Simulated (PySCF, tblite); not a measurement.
# B₃H₅N₃S radical, a small gas-phase stand-in for a defect centre (BN ring, N edge): EPR parameters

Aim: the EPR parameters of `[S]N1BNBNB1`. It is drawn as: sulfur hole.

Computed with tblite 0.8.0 and PySCF 2.14.0; each step states its level. No surroundings beyond the atoms listed, unless a continuum is named. Atoms count from 0, parts from 1.

## 1. The system as given

12 atoms, charge 0, multiplicity 2; geometry: distance geometry start.

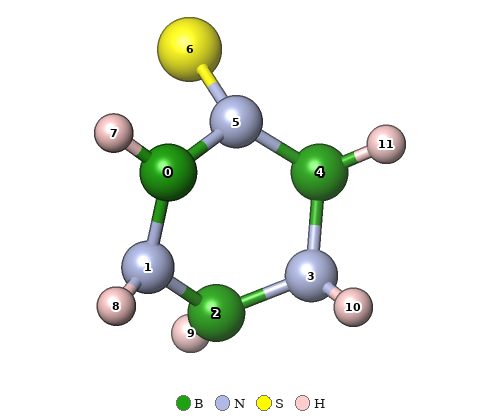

The starting geometry (boron green, nitrogen light blue, sulfur yellow, hydrogen pink), atoms numbered.

## 2. Geometry optimisation with GFN2-xTB

Job settings and geometry (Å):

```
{"job": {"kind": "relax", "xc": "GFN2-xTB", "basis": "xTB"}, "charge": 0, "multiplicity": 2}
B      1.780652     0.132325     0.588255
N      1.431711     1.303082    -0.339547
B     -0.067771     1.572817    -0.602147
N     -1.054990     1.025291     0.453367
B     -0.786883    -0.435118     0.948998
N      0.671543    -0.933285     0.770681
S      0.849770    -2.373030    -0.236621
H      2.835488    -0.228707     0.601362
H      2.040033     2.113138    -0.286862
H     -0.405875     1.478974    -1.702745
H     -1.330525     1.689579     1.173704
H     -1.316747    -0.739230     1.911535
```

Level: GFN2-xTB geometry optimisation, gas phase.

Launch:

```
$ OMP_NUM_THREADS=1 python cluster_run.py task.json out
```

This one command runs all jobs of the session in turn.

Output:

```text
step      E/eV     max force
  0    -497.53634    4.376
  1    -498.45088    2.617
  2    -499.27524    2.864
  3    -499.51232    1.371
  4    -499.67543    0.884
  5    -499.72278    0.860
  6    -499.81334    0.802
  7    -499.91087    1.056
  8    -500.01551    1.044
  9    -500.13455    0.961
 10    -500.23370    0.912
 11    -500.35305    0.894
 12    -500.48005    0.956
 13    -500.57322    1.138
 14    -500.60184    1.920
 15    -500.67343    0.739
 16    -500.72277    0.712
 17    -500.81751    1.454
 18    -500.89374    1.497
 19    -500.95771    0.814
 20    -500.99297    0.431
 21    -501.01301    0.500
 22    -501.04543    0.842
 23    -501.08288    0.833
 24    -501.11357    0.559
 25    -501.13922    0.438
 26    -501.16367    0.496
 27    -501.18682    0.573
 28    -501.20633    0.315
 29    -501.21874    0.328
 30    -501.23113    0.360
 31    -501.24599    0.459
 32    -501.26100    0.427
 33    -501.26959    0.296
 34    -501.27517    0.255
 35    -501.27887    0.169
 36    -501.28256    0.157
 37    -501.28477    0.139
 38    -501.28743    0.128
 39    -501.28899    0.108
 40    -501.29021    0.082
 41    -501.29118    0.113
 42    -501.29212    0.116
 43    -501.29284    0.084
 44    -501.29330    0.043
 45    -501.29364    0.060
 46    -501.29393    0.051
 47    -501.29412    0.037
 48    -501.29421    0.023
 49    -501.29428    0.023
 50    -501.29435    0.030
 51    -501.29443    0.025
 52    -501.29449    0.019
 53    -501.29453    0.017
 54    -501.29456    0.018
 55    -501.29460    0.016
 56    -501.29464    0.019
 57    -501.29467    0.019
 58    -501.29470    0.015
 59    -501.29473    0.016
 60    -501.29475    0.011
 61    -501.29477    0.010
 62    -501.29478    0.009
 63    -501.29479    0.011
 64    -501.29480    0.012
 65    -501.29481    0.008
 66    -501.29482    0.004
```

Wall time 1.1 s (1 thread of AMD EPYC 9R45, shared host).

The steps of the relaxation: (not every step is listed)

```
step  energy from step 0 (eV)  largest force (eV/Å)
   0                   0.0000                4.3760
   2                  -1.7389                2.8638
   4                  -2.1391                0.8841
   6                  -2.2770                0.8015
   8                  -2.4792                1.0440
  10                  -2.6974                0.9121
  12                  -2.9437                0.9561
  14                  -3.0655                1.9202
  16                  -3.1864                0.7124
  20                  -3.4566                0.4311
  24                  -3.5772                0.5589
  28                  -3.6700                0.3151
  32                  -3.7247                0.4270
  36                  -3.7462                0.1562
  40                  -3.7539                0.0824
  44                  -3.7570                0.0431
  48                  -3.7579                0.0231
  52                  -3.7582                0.0190
  56                  -3.7583                0.0189
  58                  -3.7584                0.0145
  60                  -3.7584                0.0112
  62                  -3.7584                0.0087
  64                  -3.7585                0.0122
  66                  -3.7585                0.0037
```

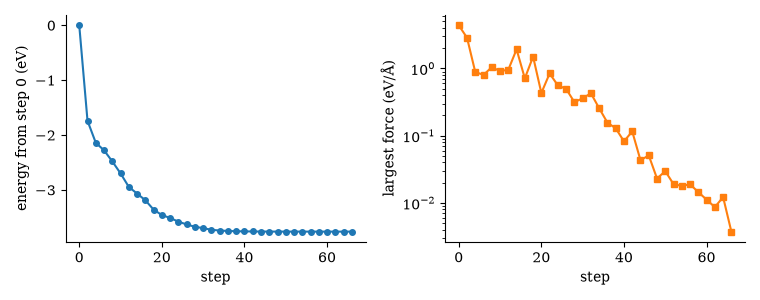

Energy and largest force along the relaxation.

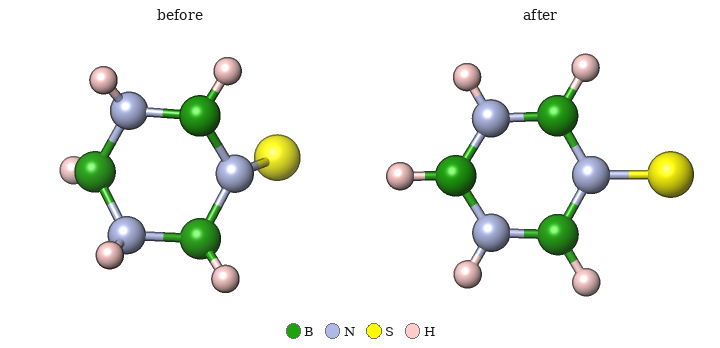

The geometry before (left) and after (right).

Distances of close pairs at the start and the end, largest changes first:

```csv
bond,before (Å),after (Å),change (Å)
N3–B4,1.565,1.409,-0.156
N1–B2,1.546,1.419,-0.127
B2–N3,1.545,1.419,-0.126
B0–N1,1.534,1.409,-0.125
B4–N5,1.551,1.438,-0.113
B0–N5,1.549,1.438,-0.111
N5–S6,1.766,1.680,-0.086
B0–H7,1.115,1.170,+0.055
```

## 3. Optimising the geometry at PBE0-D3(BJ)/def2-SVP

Job settings and geometry (Å):

```
{"job": {"xc": "PBE0", "basis": "def2-SVP", "d3": "d3bj", "grid": 2, "kind": "geom", "shake": 0.01}, "charge": 0, "multiplicity": 2}
B      1.362251    -0.450452    -0.136570
N      0.955935     0.838597    -0.625402
B     -0.377516     1.357016    -0.538608
N     -1.287130     0.524276     0.087695
B     -1.033288    -0.765126     0.592003
N      0.319177    -1.223168     0.477236
S      0.732160    -2.750943     1.071798
H      2.452088    -0.822749    -0.235926
H      1.667711     1.419087    -1.040264
H     -0.639296     2.417346    -0.932825
H     -2.275939     0.857125     0.180999
H     -1.837664    -1.428593     1.116864
```

Output:

```text
step   0  E = -639.47272527  max force = 0.065908
step   1  E = -639.47974802  max force = 0.015762
step   2  E = -639.47984929  max force = 0.008302
step   3  E = -639.48004865  max force = 0.004006
step   4  E = -639.48007522  max force = 0.001247
step   5  E = -639.48007725  max force = 0.000355
optimisation converged
```

Wall time 48 s (1 thread of AMD EPYC 9R45, shared host); peak memory 0.73 GiB.

Relaxation path:

```
step  energy from step 0 (eV)  largest force component (eV/Å)
   0                   0.0000                          3.3891
   1                  -0.1911                          0.8105
   2                  -0.1939                          0.4269
   3                  -0.1993                          0.2060
   4                  -0.2000                          0.0641
   5                  -0.2001                          0.0183
```

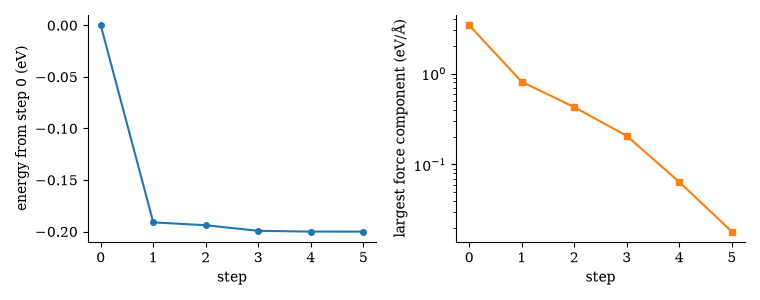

Energy and force, step by step.

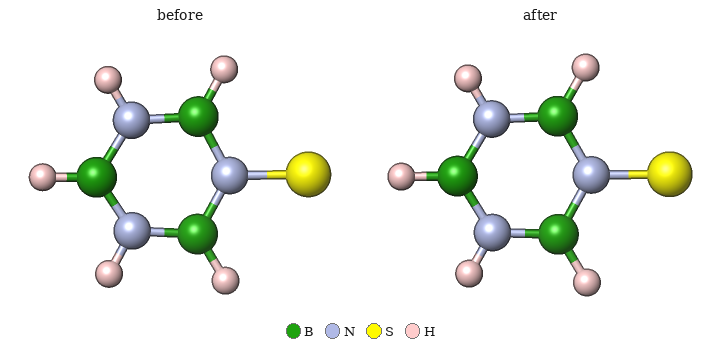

The geometry before (left) and after (right).

Close pairs (by a distance rule), those that changed most:

```csv
bond,before (Å),after (Å),change (Å)
B0–H7,1.156,1.204,+0.048
B2–H9,1.161,1.207,+0.046
B2–N3,1.383,1.428,+0.045
B4–H11,1.167,1.204,+0.037
N3–H10,1.047,1.012,-0.035
B4–N5,1.433,1.455,+0.022
B0–N5,1.436,1.455,+0.019
B0–N1,1.437,1.419,-0.018
```

The final coordinates are the input of the step that follows.

```csv
at the end point,value
point group (found at 0.08 Å tolerance),C2v
"rotational constants (GHz, main isotopes)","5.233, 1.599, 1.225"
dipole moment (D),2.54
⟨S²⟩,0.753
```

## 4. g tensor and hyperfine couplings: B3LYP/IGLO-III+pcH-1

Job settings and geometry (Å):

```
{"job": {"kind": "epr"}, "charge": 0, "multiplicity": 2}
B      1.364730    -0.407591    -0.157034
N      0.981256     0.869809    -0.641711
B     -0.347203     1.382317    -0.535923
N     -1.321812     0.547507     0.090123
B     -1.030201    -0.742522     0.604590
N      0.337432    -1.221858     0.474660
S      0.739199    -2.747198     1.067161
H      2.491834    -0.819028    -0.255258
H      1.689079     1.443901    -1.081835
H     -0.634385     2.476347    -0.958217
H     -2.269884     0.890818     0.177327
H     -1.868255    -1.427783     1.131259
```

With the program's defaults for keys left out, this is: UKS B3LYP, IGLO-III on B N S, pcH-1 on H, non-relativistic, mean-field spin-orbit, GIAO.

Output:

```text
UKS, coarse grid
  cycle   1  E = -640.27965468  |g| = 3.77e-01
  cycle   2  E = -640.22457581  |g| = 5.19e-01
  cycle   3  E = -640.33621440  |g| = 6.62e-02
  cycle   4  E = -640.33815708  |g| = 2.72e-02
  cycle   5  E = -640.33846752  |g| = 1.29e-02
  cycle   6  E = -640.33853098  |g| = 4.11e-03
  cycle   7  E = -640.33853960  |g| = 1.07e-03
  cycle   8  E = -640.33854022  |g| = 4.74e-04
UKS, final grid
  cycle   1  E = -640.33854559  |g| = 5.33e-04
  cycle   2  E = -640.33854540  |g| = 8.58e-04
  cycle   3  E = -640.33854575  |g| = 1.52e-04
  cycle   4  E = -640.33854576  |g| = 3.02e-05
  cycle   5  E = -640.33854576  |g| = 2.36e-05
E = -640.33854576 Eh   <S^2> = 0.7531 (exact 0.7500)
g shifts (ppm)      1          2          3
  rmc          -227       -227       -227
  gc            -10         47         45
  oz_so        -168       6292     127296
  total        -405       6112     127115
hyperfine (MHz)  atom isotope    a_iso     a_fc   dipolar eigenvalues
    0   11B      -3.37      -3.37     -2.85      0.59      2.26
    1   14N      -0.34      -0.34     -0.40     -0.07      0.46
    2   11B       0.59       0.59     -1.30     -0.32      1.62
    3   14N      -0.34      -0.34     -0.40     -0.07      0.47
    4   11B      -3.37      -3.37     -2.85      0.59      2.26
    5   14N       3.29       3.29     -8.07     -7.61     15.67
    6   33S      16.57      16.57    -77.60    -75.39    152.99
    7    1H      -2.00      -2.00     -2.60     -1.94      4.54
    8    1H      -0.93      -0.93     -0.96     -0.93      1.89
    9    1H      -1.35      -1.35     -1.02     -0.57      1.59
   10    1H      -0.93      -0.93     -0.96     -0.94      1.90
   11    1H      -2.00      -2.00     -2.60     -1.94      4.53
```

Run time: 36 s. Hardware: 1 thread of AMD EPYC 9R45, shared host; peak memory 1 GiB.

Principal g values 2.00191, 2.00843, 2.12943; g(iso) = 2.04659, against 2.00232 for a free electron. They are not to be trusted: the run shows nearly degenerate orbitals, where second-order g theory doesn't apply.

Hyperfine couplings; where a row names several nuclei, a(iso) is their mean (it holds for fast rotation or exchange) and the dipolar term the largest among them:

```csv
nuclei,isotope,a(iso) (MHz),"a(iso) (G, at g = 2.0023)",largest dipolar term (MHz)
S6,33S,16.6,5.9,153.0
"B0, B4",11B,-3.4,-1.2,-2.9
N5,14N,3.3,1.2,15.7
"H7, H11",1H,-2.0,-0.7,4.5
H9,1H,-1.4,-0.5,1.6
"H8, H10",1H,-0.9,-0.3,1.9
B2,11B,0.6,0.2,1.6
"N1, N3",14N,-0.3,-0.1,0.5
```

Mulliken spin populations:

```csv
atom,value (e)
B0,0.01
N1,0.00
B2,0.02
N3,0.00
B4,0.01
N5,0.11
S6,0.85
H7,0.00
H8,0.00
H9,0.00
H10,0.00
H11,0.00
```

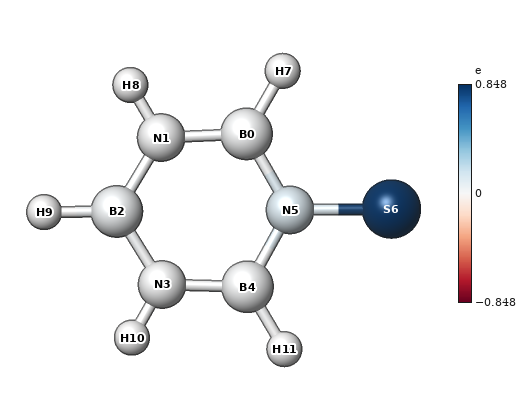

Mulliken spin populations, as colours on the atoms.

## 5. g tensor and hyperfine couplings: BHandHLYP/IGLO-III+pcH-1

Settings changed since step 4:

```diff
@@ -1,2 +1,2 @@
-{"job": {"kind": "epr"}, "charge": 0, "multiplicity": 2}
+{"job": {"kind": "epr", "xc": "BHandHLYP"}, "charge": 0, "multiplicity": 2}
 B      1.364730    -0.407591    -0.157034
```

With the program's defaults for keys left out, this is: UKS BHandHLYP, IGLO-III on B N S, pcH-1 on H, non-relativistic, mean-field spin-orbit, GIAO.

Output:

```text
UKS, coarse grid
  cycle   1  E = -640.12314859  |g| = 3.11e-01
  cycle   2  E = -640.14899980  |g| = 2.62e-01
  cycle   3  E = -640.17536837  |g| = 5.67e-02
  cycle   4  E = -640.17709856  |g| = 2.32e-02
  cycle   5  E = -640.17737218  |g| = 7.97e-03
  cycle   6  E = -640.17744965  |g| = 4.09e-03
  cycle   7  E = -640.17747266  |g| = 1.50e-03
  cycle   8  E = -640.17747791  |g| = 5.58e-04
UKS, final grid
  cycle   1  E = -640.17748226  |g| = 3.34e-04
  cycle   2  E = -640.17748241  |g| = 2.96e-04
  cycle   3  E = -640.17748247  |g| = 1.30e-04
  cycle   4  E = -640.17748251  |g| = 1.01e-04
  cycle   5  E = -640.17748252  |g| = 1.25e-05
E = -640.17748252 Eh   <S^2> = 0.7559 (exact 0.7500)
g shifts (ppm)      1          2          3
  rmc          -234       -234       -234
  gc            -11         49         46
  oz_so        -252       6639     131815
  total        -497       6455     131627
hyperfine (MHz)  atom isotope    a_iso     a_fc   dipolar eigenvalues
    0   11B      -4.48      -4.48     -2.31      1.07      1.24
    1   14N      -0.15      -0.15     -0.36     -0.03      0.39
    2   11B       0.27       0.27     -0.91      0.08      0.83
    3   14N      -0.15      -0.15     -0.37     -0.03      0.40
    4   11B      -4.48      -4.48     -2.31      1.07      1.24
    5   14N       6.87       6.87     -7.94     -7.30     15.24
    6   33S      30.85      30.85    -82.14    -78.01    160.15
    7    1H      -1.44      -1.44     -2.60     -2.06      4.67
    8    1H      -0.98      -0.98     -0.93     -0.91      1.84
    9    1H      -0.85      -0.85     -0.82     -0.56      1.38
   10    1H      -0.99      -0.99     -0.93     -0.91      1.84
   11    1H      -1.44      -1.44     -2.60     -2.06      4.66
```

It took 40 s on 1 thread of AMD EPYC 9R45, shared host; peak memory 0.99 GiB.

In short: g(iso) 2.04818, not to be trusted: the run shows nearly degenerate orbitals, where second-order g theory doesn't apply.

## 6. Run by run: EPR parameters

g, ⟨S²⟩ and isotropic hyperfine couplings (MHz), with basis size and wall time; * marks a run flagged for spin contamination, instability or a large g shift:

```csv
run,g(iso),⟨S²⟩,33S S6,11B B0 (mean),14N N5,1H H7 (mean),1H H9,functions,time
B3LYP/IGLO-III+pcH-1*,2.04659,0.753,16.6,-3.4,3.3,-2.0,-1.4,304,36 s
BHandHLYP/IGLO-III+pcH-1*,2.04818,0.756,30.8,-4.5,6.9,-1.4,-0.9,304,40 s
```

## 7. What came out

```
                            quantity                 value
                         point group                   C2v
rotational constants (main isotopes)  5.23, 1.60, 1.22 GHz
                      g(iso) (B3LYP)               2.04659
                                ⟨S²⟩    0.753 (exact 0.75)
  largest a(iso) (averaged by class)   33S on S6, 16.6 MHz
```

What this shows: The start of the PBE0/def2-SVP relaxation was shaken at random by about 0.01 Å, so part of the energy gained, and of the first lengths quoted, undoes that. Over 5 steps the energy fell by 0.200 eV; of the close pairs, B0–H7 changed most, 1.156 to 1.204 Å (PBE0/def2-SVP). Most of the unpaired spin sits on S6 (0.85 e). The isotropic g lies 44.3 ppt above the free-electron value. These values are not to be trusted: the run shows nearly degenerate orbitals, where second-order g theory doesn't apply. A capped cluster stands for the solid here, so long-range fields and strain are missing, and bands or shifts of the capping hydrogens have no counterpart in it.
